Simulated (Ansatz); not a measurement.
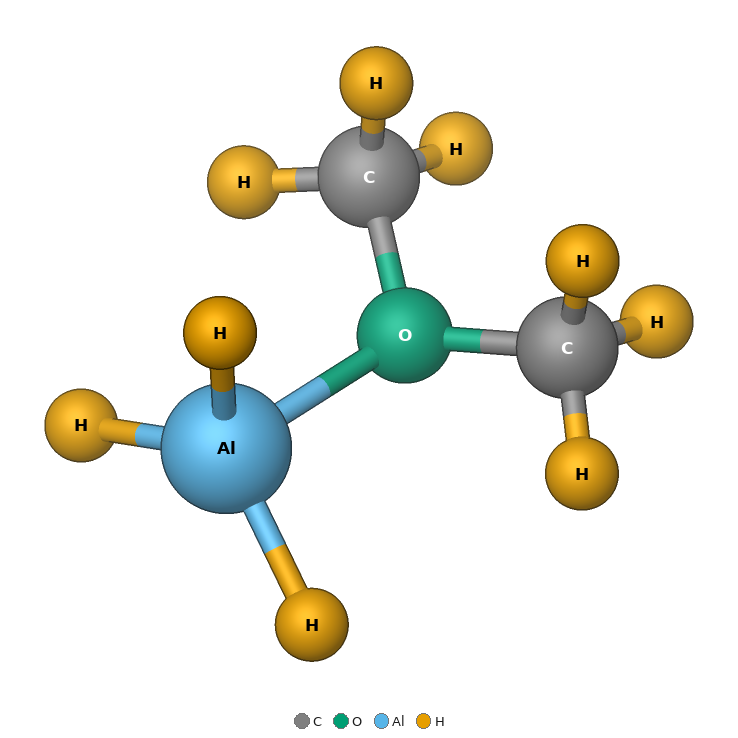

A ball-and-stick model of a molecule. Every bond is drawn as one stick, whatever its order.

The geometry was computed by an optimisation with PBE0-D4/def2-TZVP.

Give the formula.

C₂H₉AlO, 13 atoms: 2 carbon, 9 hydrogen, 1 aluminium and 1 oxygen.

Which point group does it belong to?

Cs.

Write the SMILES.

C[O+](C)[AlH3-]

How many sets of symmetry-equivalent atoms are there?

8: 2 C, 1 O, 1 Al, 2 H, 2 H, 2 H, 2 H, 1 H.

The parts below concern this one geometry. Atoms keep their numbers from picture to picture.

## Shape

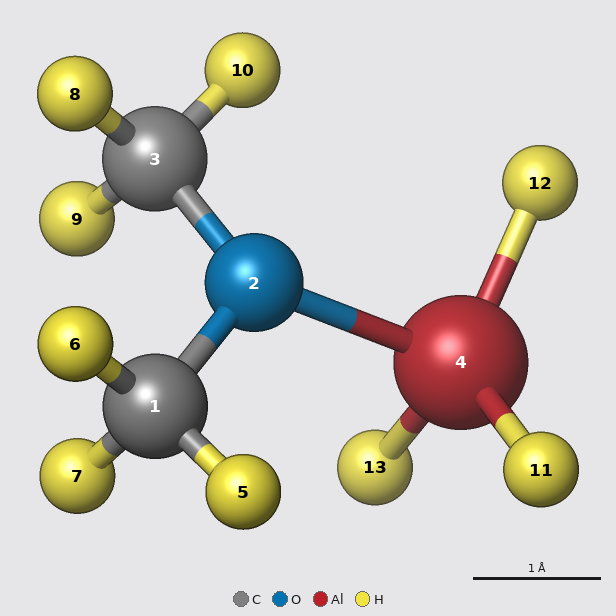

The atoms are numbered.

Which atoms are bonded, and how long are the bonds?

```tsv
bond	length (Å)
C1–O2	1.425
C1–H5	1.088
C1–H6	1.092
C1–H7	1.094
O2–C3	1.425
O2–Al4	1.981
C3–H8	1.092
C3–H9	1.094
C3–H10	1.088
Al4–H11	1.599
Al4–H12	1.599
Al4–H13	1.605
```

## Electronic properties

Properties computed with RKS B3LYP-D4/def2-TZVPP (Ansatz 0.2.0).

Give the dipole moment at this level.

5.08 D.

Give the dispersion correction at this level.

−35.5 kJ/mol.

What is the HOMO–LUMO gap?

7.15 eV.

Give the HOMO energy (Kohn–Sham orbital) at this level.

−7.20 eV.

## Thermal motion

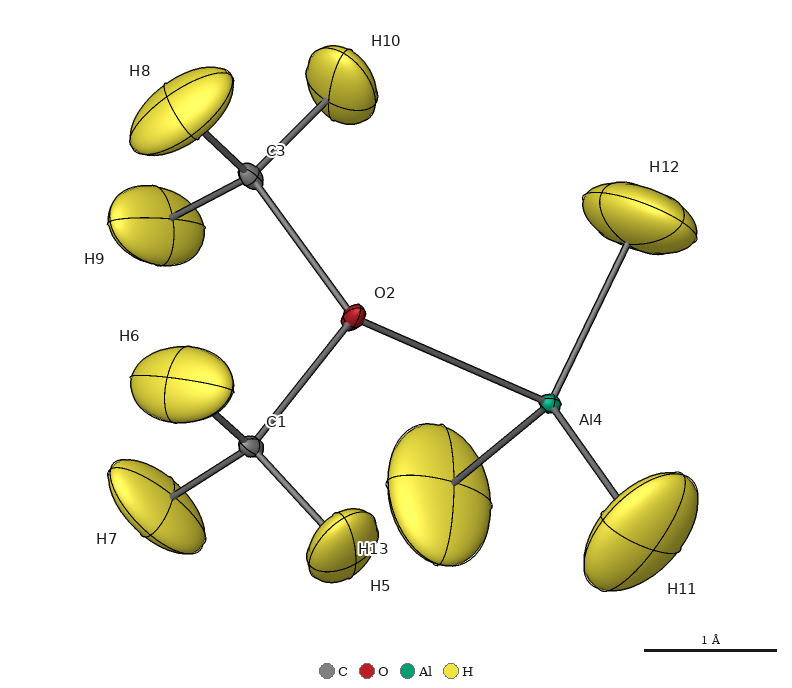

Displacement ellipsoids at the 50 % level, enlarged 1.5 times, from the internal vibrations of the free molecule (harmonic, no overall translation or rotation; no half-axis is drawn under 0.075 Å). Vibrations computed with RKS PBE0-D4/def2-TZVP (Ansatz 0.2.0). Temperature: 0 K (zero-point motion alone).

Which atom moves most?

H13, with U_eq = 0.0383 Å².

Does H13 move more along its bond or across it?

Across it: the root-mean-square amplitude is 0.095 Å along the bond and up to 0.262 Å across, since bending and torsion are softer than stretching.

List U_eq and the three principal root-mean-square amplitudes for each kind of atom.

```
    atom  U_eq (Å²)   rms amplitudes (Å)
  C1, C3     0.0018  0.033, 0.037, 0.055
      O2     0.0022  0.035, 0.037, 0.064
     Al4    0.00074  0.016, 0.025, 0.037
 H5, H10     0.0201  0.079, 0.130, 0.193
  H6, H8     0.0219  0.087, 0.129, 0.204
  H7, H9     0.0231  0.078, 0.135, 0.212
H11, H12     0.0334  0.096, 0.174, 0.246
     H13     0.0383  0.095, 0.193, 0.262
```

## Vibrations

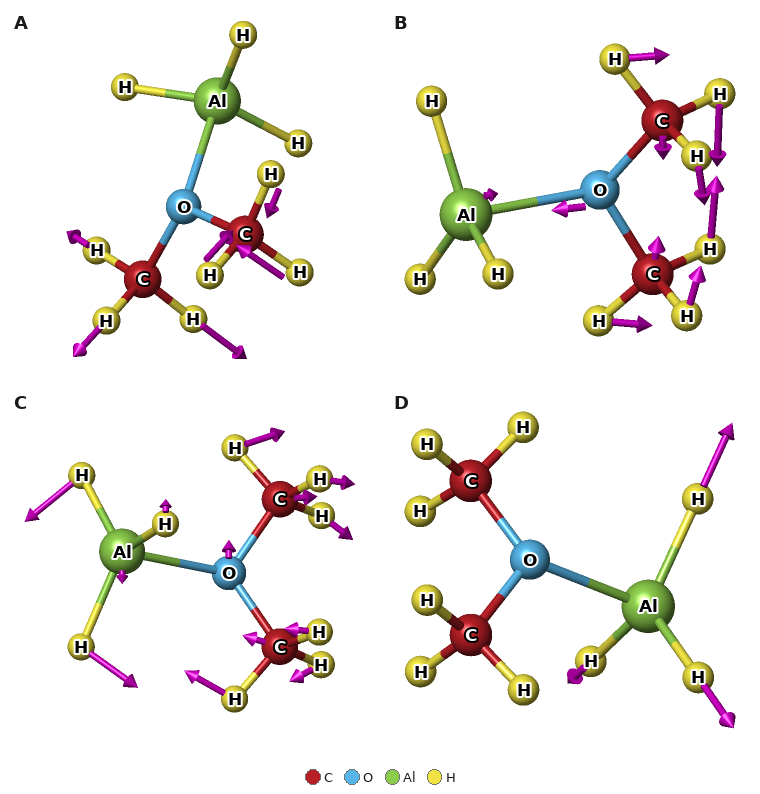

4 normal modes of one molecule or complex, as arrows. Harmonic vibrations computed with RKS PBE0-D4/def2-TZVP (Ansatz 0.2.0) at a stationary point of the same level.

Match the panels to the wavenumbers 216 cm⁻¹, 460 cm⁻¹, 1873 cm⁻¹, 3044 cm⁻¹.

A: 3044 cm⁻¹, out-of-phase stretching of 6 C–H bonds
B: 460 cm⁻¹
C: 216 cm⁻¹
D: 1873 cm⁻¹, in-phase stretching of 3 Al–H bonds
